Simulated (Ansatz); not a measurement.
# SiH2MeBr (CH5BrSi): inputs that go wrong

Aim: try 2 inputs for SiH2MeBr (CH5BrSi) as typed, read how each ends, and find what has to change.

Program: Ansatz 0.2.0, Gaussian basis. Level of theory: the settings change from run to run. These are calculated values, not measurements.

## 1. The relaxed structure

The geometry comes from an earlier relaxation with r2SCAN-D4 in a triple-zeta def2 set; it is a stationary point, not always the lowest conformer.

8 atoms, charge 0, spin multiplicity 1.

Atoms are counted from 1 here; the program's logs count them from 0.

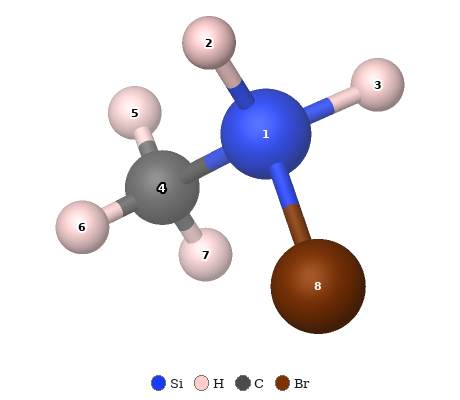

The geometry (silicon blue, hydrogen pink, carbon dark grey, bromine brown); atoms are numbered from 1 in the order of the file.

## 2. Attempt 1

in.yaml

```yaml
crystal:
  periodic: [false, false, false]
  atoms:
    - {symbol: Si, position_ang: [0.310905, -0.656156, 0.496525]}
    - {symbol: H, position_ang: [0.553130, -0.772867, 1.746217]}
    - {symbol: H, position_ang: [1.781149, -0.697284, -0.134927]}
    - {symbol: C, position_ang: [-0.407184, 0.686958, -0.305163]}
    - {symbol: H, position_ang: [0.198760, 1.681253, 0.100043]}
    - {symbol: H, position_ang: [-1.528628, 0.804936, -0.130563]}
    - {symbol: H, position_ang: [-0.453068, 0.844022, -1.544606]}
    - {symbol: Br, position_ang: [-0.514233, -2.558818, -0.382026]}
basis:
  gaussian: {orbitals: STO-3G}
hamiltonian: {xc: {name: B3LYP5}}
accuracy: high
relax: {f_tol: 0.001, max_steps: 1}
output: {forces: true}
```

Command:

```
ansatz run in.yaml --threads 4 --pin off --events-out ev --progress --plain --max-ram 3916MiB
```

The program printed:

```text
Functional definition: B3LYP5
  name "B3LYP5"
  cite "Stephens, Devlin, Chabalowski & Frisch, J. Phys. Chem. 98, 11623 (1994) doi:10.1021/j100096a001"
  cite "Becke, Phys. Rev. A 38, 3098 (1988) doi:10.1103/PhysRevA.38.3098"
  cite "Lee, Yang & Parr, Phys. Rev. B 37, 785 (1988) doi:10.1103/PhysRevB.37.785"
  cite "Vosko, Wilk & Nusair, Can. J. Phys. 58, 1200 (1980) doi:10.1139/p80-159"
  parameter a0 = 0.2
  parameter ax = 0.72
  parameter ac = 0.81
  exchange = (1 - a0 - ax)*slater_x + ax*b88_x + a0*exact_x
  correlation = (1 - ac)*vwn5_c + ac*lyp_c
598 factors; integrals over basis functions are off by at most 2.6e-9 eV
mean field evaluation 1: about -78163.5181 eV, gradient 1.9e1 eV
mean field evaluation 2: about -78164.0178 eV, gradient 1.6e1 eV
mean field evaluation 4: about -78165.1363 eV, gradient 5.5e-1 eV
mean field evaluation 8: about -78165.0687 eV, gradient 4.8e-3 eV
mean field evaluation 16: about -78165.0687 eV, gradient 1.6e-8 eV
mean field -78165.06872634 eV, -2872.5132935064 hartree, gradient 1.6e-8 eV, S^2 0.000000; 0 other end points of the search recorded, 0 dependent functions left out
the calculation of the forces begins
reference -78165.06875793 eV, -2872.5132946675 hartree; 30, 30 occupied and 7, 7 virtual orbitals, 598 factors
relax step   1: F+E_penalty+E_count = -78165.06872634 eV  Δ(F+E_penalty+E_count) = +0.000e0 eV  max|allowed force component| = 7.982e0 eV/Å  Δτ_max = 0.0000 Å  (22 SCF iters, accepted)
Error: geometry relaxation did not converge after 1 steps: max|allowed force component| = 7.98e0 eV/Å (threshold 1.0e-3). Raise `relax.max_steps` over both its present limit and 1, loosen `relax.f_tol`, or start from a geometry closer to equilibrium. Where this run's directory can be resumed (`checkpoint.write`), a resume goes on for up to `relax.max_steps` more
```

Run time: 1.1 s. Hardware: 4 threads of Arm Neoverse V2, shared host.

**Diagnosis.** It stopped unconverged. The relaxation is allowed too few steps for its threshold. The start was also shaken off the relaxed geometry, so there is far to go. Cure: raise relax.max_steps.

## 3. Attempt 2

in.yaml

```yaml
crystal:
  periodic: [false, false, false]
  atoms:
    - {symbol: Si, position_ang: [0.461497, -0.626799, 0.334578]}
    - {symbol: H, position_ang: [0.449914, -0.682621, 1.815678]}
    - {symbol: H, position_ang: [1.860260, -0.692180, -0.151253]}
    - {symbol: C, position_ang: [-0.416045, 0.881475, -0.302428]}
    - {symbol: H, position_ang: [0.071794, 1.785667, 0.072996]}
    - {symbol: H, position_ang: [-1.457739, 0.890955, 0.024783]}
    - {symbol: H, position_ang: [-0.398450, 0.908137, -1.393832]}
    - {symbol: Br, position_ang: [-0.571231, -2.464633, -0.400512]}
basis:
  gaussian: {orbitals: def2-SVP}
hamiltonian: {xc: {name: B2PLYP}}
charge: 1
```

Same command.

The program printed:

```text
Error: YAML parse error: error: line 15 column 1: unknown field `charge`, expected one of crystal, accuracy, basis, kpoints, hamiltonian, magnetization, projection, total_charge, correlation, batch, efield, external_charges, scf, relax, neb, saddle, md, ramp, phonons, dielectric, real_time, elastic, magnetic_configurations, gw, evaluate, workflow, output, checkpoint, execution
  --> <input>:15:1
   |
13 |   gaussian: {orbitals: def2-SVP}
14 | hamiltonian: {xc: {name: B2PLYP}}
15 | charge: 1
   | ^ unknown field `charge`, expected one of crystal, accuracy, basis, kpoints, hamiltonian, magnetization, projection, total_charge, correlation, batch, efield, external_charges, scf, relax, neb, saddle, md, ramp, phonons, dielectric, real_time, elastic, magnetic_configurations, gw, evaluate, workflow, output, checkpoint, execution
```

Run time: 0.05 s. Hardware: 4 threads of Arm Neoverse V2, shared host.

What is wrong: The program refused the input. The input holds a key that doesn't belong there. To mend it, remove the key, or spell it as the input reference has it.

## 4. How the tries ended

```
attempt            level          ended                                                      cause    time
      1    B3LYP5/STO-3G  not converged  the relaxation is allowed too few steps for its threshold   1.1 s
      2  B2PLYP/def2-SVP        refused            the input holds a key that doesn't belong there  0.05 s
```

In words: 1 not converged, 1 refused. A refusal costs next to no computing time.
